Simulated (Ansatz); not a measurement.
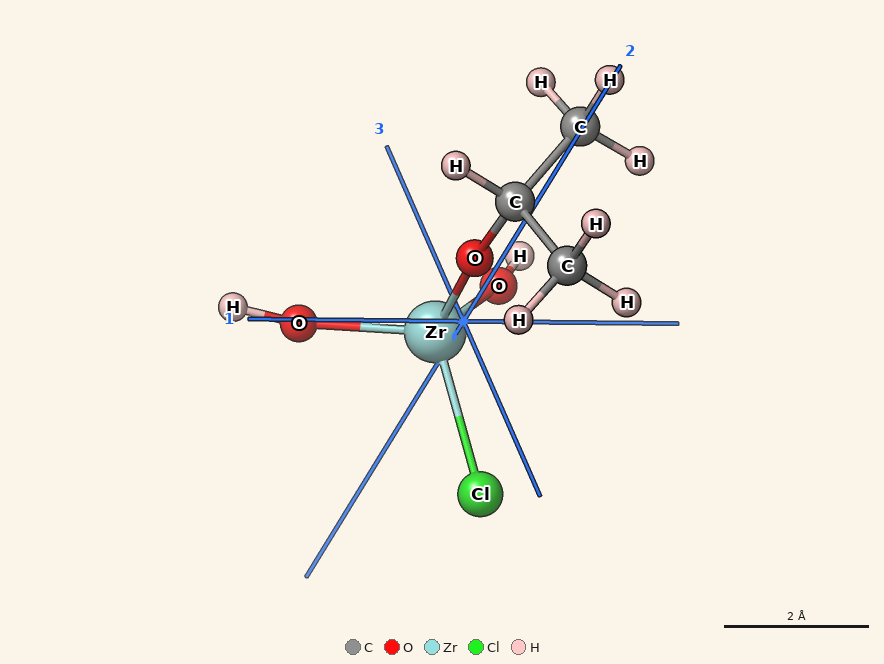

The three principal axes of inertia are drawn and numbered. Depth is shown by fading: the farther an atom, the more it takes the colour of the background. Charge 0, singlet. Computed geometry: PBE0-D4/def2-TZVP optimisation. No frequency run is at hand to confirm it as a minimum. Masses are those of the most abundant isotopes; constants are for the rigid equilibrium geometry.

Q: Which line is the a axis (least moment of inertia), which b and which c?

A: a is line 2, b is line 3, c is line 1; the moments are 346, 698, 827 u Å².

Q: What kind of rotor is it, and what are its rotational constants in cm⁻¹?

A: An asymmetric top (C1): A = 0.0488, B = 0.0242, C = 0.0204 cm⁻¹. Ray's parameter κ is −0.73, nearer the prolate limit.
